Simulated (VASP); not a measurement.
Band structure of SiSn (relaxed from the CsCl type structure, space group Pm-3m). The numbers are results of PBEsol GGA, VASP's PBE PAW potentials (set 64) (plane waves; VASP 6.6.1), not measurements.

Unless said otherwise, spin-orbit coupling is left out, though it shifts the bands of the heavy elements here.

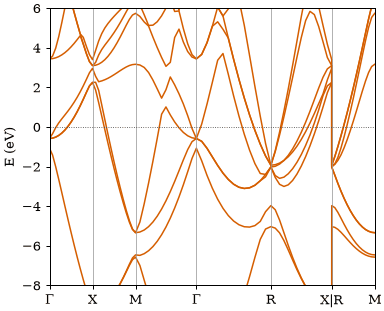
Fig. 1. Bands along high-symmetry lines, zero at the valence-band maximum or, without a gap, the Fermi level

Problem. Read the plot: is there a gap, and where are the band edges?

Solution. It has no gap at this level: it comes out as a metal or semimetal. (Edges off the drawn lines would not show.)

The structure was generated: SiSn was put into the CsCl type type (Pm-3m), which need not be its known phase. It was relaxed first, which changed the volume by +18 %. VASP warned that the highest band is occupied, so more bands are needed.
